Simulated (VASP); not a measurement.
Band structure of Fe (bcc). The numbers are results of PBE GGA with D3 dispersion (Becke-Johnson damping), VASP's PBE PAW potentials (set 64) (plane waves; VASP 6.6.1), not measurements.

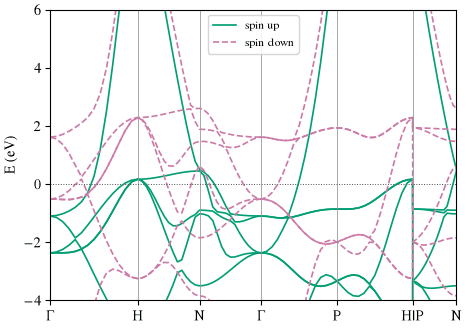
Figure. Bands along high-symmetry lines, zero at the valence-band maximum or, without a gap, the Fermi level

**Question.** Read the plot: is there a gap, and where are the band edges?

**Answer.** It has no gap at this level: it comes out as a metal or semimetal. (Edges off the drawn lines would not show.)

The compound is Fe in the bcc structure. It was relaxed first, which changed the volume by -7 %.
